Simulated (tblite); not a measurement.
**Run report: Ga$_{13}$N$_{14}$H$_{15}$, geometry relaxation**

System: Ga$_{13}$N$_{14}$H$_{15}$.
Method: GFN2-xTB geometry optimisation, gas phase (tblite 0.8.0).

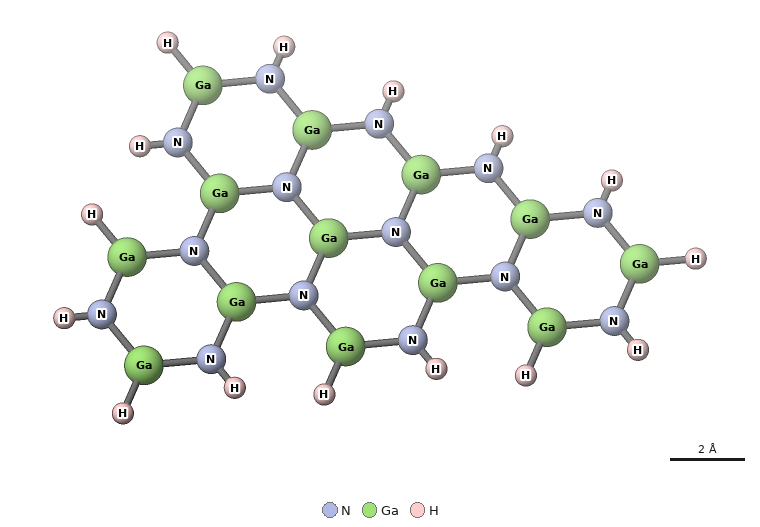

*The input geometry (ball-and-stick view, seen at a tilt). Sticks mark near contacts.*

Bond lengths as drawn: Ga–H 1.54 to 1.56 Å, Ga–N 1.84 to 1.86 Å and H–N 1.03 to 1.05 Å.

### Summary

```tsv
quantity	value
outcome	converged
total energy	−1750.6319 eV
HOMO	−10.60 eV
LUMO	−8.33 eV
point group	Cs
dipole moment	0.15 D
hardware	2 CPU threads, shared host
wall time	3 s (CPU time 3.8 s)
peak memory	0.16 GiB
```

### Input
```
{"job": {"kind": "relax", "xc": "GFN2-xTB", "basis": "xTB"}, "charge": 0, "multiplicity": 1}
N     -0.196300     1.315800    -0.001600
Ga    -1.806600     2.245200    -0.006900
N     -3.400300     1.315300     0.001000
Ga    -3.406200    -0.528000    -0.006200
N     -1.804400    -1.458600     0.003400
Ga    -0.204500    -0.532900    -0.002600
N      3.003100    -4.230700    -0.003300
Ga     1.404300    -3.304700     0.001500
N     -0.198500    -4.234500    -0.000400
Ga    -0.204000    -6.083200     0.001600
N      1.398800    -7.008600    -0.002100
Ga     3.000500    -6.084400    -0.000000
N     -5.011100    -1.456700     0.005000
Ga    -5.005500    -3.308000    -0.002700
N     -3.407700    -4.227300     0.000200
Ga    -1.805300    -3.306800     0.006300
N      3.003400     1.319500     0.000900
Ga     1.399800     2.239200    -0.001000
N      1.400300    -1.455600     0.002500
Ga     3.005800    -0.531500     0.002700
N      3.000700     6.871400     0.001500
Ga     1.400000     7.794100    -0.000200
N     -0.197800     6.872200     0.006600
Ga    -0.205400     5.013300    -0.001500
N      1.401400     4.095200     0.000900
Ga     2.996900     5.016700     0.002500
N     -1.802700     4.094900    -0.000700
H     -4.306800     1.838200     0.001200
H      3.904300    -3.712000    -0.002000
H     -1.542500    -6.857000     0.003400
H      1.404500    -8.046800    -0.001100
H      4.343500    -6.856100     0.000200
H     -5.909400    -0.937300    -0.001900
H     -6.347900    -4.083700     0.003700
H     -3.404300    -5.270600    -0.003300
H      3.904200     1.839800    -0.002900
H      4.344600    -1.307300    -0.004100
H      3.904600     7.390100    -0.002600
H      1.402000     9.338700    -0.000100
H     -1.106700     7.391000     0.001200
H      4.345300     4.240300     0.003800
H     -2.698200     4.607000     0.003700
```

The first line tells a small driver script what to run in tblite; the rest is the geometry in Å.

Run as:
```bash
OMP_NUM_THREADS=2 python <driver script> task.json out
```

### Output
```
step      E/eV     max force
  0   -1750.46559    1.101
  1   -1750.54956    0.235
  2   -1750.56178    0.246
  3   -1750.58919    0.223
  4   -1750.59684    0.214
  5   -1750.61149    0.172
  6   -1750.61596    0.144
  7   -1750.62001    0.126
  8   -1750.62274    0.117
  9   -1750.62476    0.092
 10   -1750.62595    0.080
 11   -1750.62694    0.066
 12   -1750.62791    0.075
 13   -1750.62884    0.065
 14   -1750.62952    0.064
 15   -1750.62994    0.040
 16   -1750.63023    0.047
 17   -1750.63051    0.044
 18   -1750.63081    0.039
 19   -1750.63109    0.041
 20   -1750.63129    0.033
 21   -1750.63141    0.022
 22   -1750.63153    0.022
 23   -1750.63167    0.029
 24   -1750.63180    0.025
 25   -1750.63191    0.018
```

### Trajectory as extended XYZ (Å, eV, eV/Å), 2 of the 24 frames kept, from step=0 to step=25
```
42
Properties=species:S:1:pos:R:3:forces:R:3 step=0 energy=-1750.46559
N    -0.1963    1.3158   -0.0016   -0.1370   0.0020  -0.0080
Ga   -1.8066    2.2452   -0.0069    0.0560   0.0230   0.0130
N    -3.4003    1.3153    0.0010   -0.8000   0.4630  -0.0050
Ga   -3.4062   -0.5280   -0.0062   -0.0900   0.0290   0.0160
N    -1.8044   -1.4586    0.0034   -0.1030   0.0120  -0.0050
Ga   -0.2045   -0.5329   -0.0026    0.0820  -0.0210   0.0090
N     3.0031   -4.2307   -0.0033    0.5140   0.0690   0.0030
Ga    1.4043   -3.3047    0.0015   -0.1680   0.0810  -0.0020
N    -0.1985   -4.2345   -0.0004    0.1370  -0.1070   0.0030
Ga   -0.2040   -6.0832    0.0016    0.0750   0.0130  -0.0010
N     1.3988   -7.0086   -0.0021   -0.0160  -0.4460   0.0020
Ga    3.0005   -6.0844    0.0000    0.0240   0.1000  -0.0030
N    -5.0111   -1.4567    0.0050   -0.4550   0.0490  -0.0090
Ga   -5.0055   -3.3080   -0.0027   -0.0200   0.1430   0.0090
N    -3.4077   -4.2273    0.0002   -0.0980  -0.6900  -0.0040
Ga   -1.8053   -3.3068    0.0063    0.1410   0.0200  -0.0110
N     3.0034    1.3195    0.0009    0.6170   0.1070  -0.0030
Ga    1.3998    2.2392   -0.0010   -0.0830   0.1780   0.0020
N     1.4003   -1.4556    0.0025    0.0810   0.2320  -0.0010
Ga    3.0058   -0.5315    0.0027   -0.1900   0.0750  -0.0060
N     3.0007    6.8714    0.0015    0.5300   0.2000  -0.0050
Ga    1.4000    7.7941   -0.0002   -0.0410   0.0300   0.0030
N    -0.1978    6.8722    0.0066   -0.6030   0.3880  -0.0070
Ga   -0.2054    5.0133   -0.0015   -0.0720   0.0790   0.0080
N     1.4014    4.0952    0.0009   -0.0310   0.0570  -0.0040
Ga    2.9969    5.0167    0.0025    0.1600   0.0600  -0.0010
N    -1.8027    4.0949   -0.0007   -0.4340   0.1240  -0.0030
H    -4.3068    1.8382    0.0012    0.9560  -0.5450  -0.0040
H     3.9043   -3.7120   -0.0020   -0.7150  -0.3560   0.0000
H    -1.5425   -6.8570    0.0034   -0.0760  -0.0680   0.0000
H     1.4045   -8.0468   -0.0011   -0.0120   0.7680   0.0000
H     4.3435   -6.8561    0.0002    0.0370  -0.0070   0.0010
H    -5.9094   -0.9373   -0.0019    0.7100  -0.3490   0.0020
H    -6.3479   -4.0837    0.0037    0.0060  -0.0100  -0.0030
H    -3.4043   -5.2706   -0.0033    0.0370   0.8940   0.0040
H     3.9042    1.8398   -0.0029   -0.7600  -0.3740   0.0040
H     4.3446   -1.3073   -0.0041    0.0850  -0.0100   0.0020
H     3.9046    7.3901   -0.0026   -0.7760  -0.4380   0.0040
H     1.4020    9.3387   -0.0001   -0.0090   0.0710  -0.0010
H    -1.1067    7.3910    0.0012    0.8900  -0.5630   0.0040
H     4.3453    4.2403    0.0038    0.0080   0.0310   0.0000
H    -2.6982    4.6070    0.0037    0.5430  -0.3130  -0.0040
42
Properties=species:S:1:pos:R:3:forces:R:3 step=25 energy=-1750.63191
N    -0.2117    1.3131   -0.0042    0.0020   0.0140   0.0000
Ga   -1.8054    2.2323   -0.0013   -0.0080  -0.0050   0.0000
N    -3.3908    1.3012   -0.0012   -0.0020  -0.0120   0.0000
Ga   -3.3944   -0.5364    0.0005   -0.0110  -0.0100   0.0000
N    -1.7950   -1.4491    0.0021   -0.0030   0.0030   0.0000
Ga   -0.2006   -0.5259    0.0001   -0.0010   0.0090   0.0000
N     2.9513   -4.2271   -0.0020    0.0020  -0.0100   0.0000
Ga    1.3608   -3.2867    0.0004    0.0050  -0.0040   0.0000
N    -0.2100   -4.2435    0.0012   -0.0050   0.0050   0.0000
Ga   -0.2256   -6.0829    0.0010    0.0100   0.0030   0.0000
N     1.3938   -6.9589   -0.0010    0.0120   0.0050   0.0000
Ga    3.0055   -6.0637   -0.0009    0.0000   0.0110   0.0000
N    -4.9765   -1.4889    0.0025    0.0050   0.0000   0.0000
Ga   -5.0096   -3.3212    0.0006    0.0020   0.0090   0.0000
N    -3.3986   -4.1980   -0.0009   -0.0030  -0.0010   0.0000
Ga   -1.7916   -3.2886    0.0008   -0.0050  -0.0040   0.0000
N     2.9553    1.3012    0.0002   -0.0030  -0.0010   0.0000
Ga    1.3688    2.2537   -0.0009    0.0140  -0.0120   0.0000
N     1.3947   -1.4403    0.0024   -0.0020   0.0130   0.0000
Ga    2.9924   -0.5344   -0.0009   -0.0030   0.0130   0.0000
N     2.9717    6.8449    0.0001   -0.0010   0.0060   0.0000
Ga    1.3988    7.8082    0.0007   -0.0070  -0.0050   0.0000
N    -0.1675    6.8503    0.0055    0.0040  -0.0030   0.0000
Ga   -0.1877    5.0015    0.0011    0.0100   0.0000   0.0000
N     1.4202    4.0998    0.0007    0.0010  -0.0150   0.0000
Ga    3.0258    5.0017    0.0014   -0.0030  -0.0010   0.0000
N    -1.7754    4.0700   -0.0041    0.0030   0.0070  -0.0010
H    -4.2709    1.8059   -0.0001    0.0060   0.0050   0.0000
H     3.8154   -3.6891   -0.0017   -0.0050  -0.0020   0.0000
H    -1.5525   -6.8883    0.0033   -0.0110  -0.0060   0.0000
H     1.3970   -7.9764   -0.0009    0.0060   0.0030   0.0000
H     4.3543   -6.8290   -0.0001   -0.0110   0.0130   0.0000
H    -5.8389   -0.9510   -0.0017   -0.0020  -0.0140   0.0000
H    -6.3446   -4.1026    0.0020    0.0000  -0.0020   0.0000
H    -3.3621   -5.2150   -0.0015   -0.0080  -0.0040   0.0000
H     3.8236    1.8308   -0.0013   -0.0020  -0.0060   0.0000
H     4.3548   -1.2802   -0.0027    0.0010  -0.0030   0.0000
H     3.8524    7.3550   -0.0009    0.0030   0.0050   0.0000
H     1.3990    9.3563   -0.0005   -0.0010  -0.0020   0.0000
H    -1.0659    7.3261    0.0011    0.0050   0.0010   0.0000
H     4.3873    4.2595    0.0038    0.0130  -0.0060   0.0000
H    -2.6517    4.5813    0.0038   -0.0060  -0.0010   0.0000
```
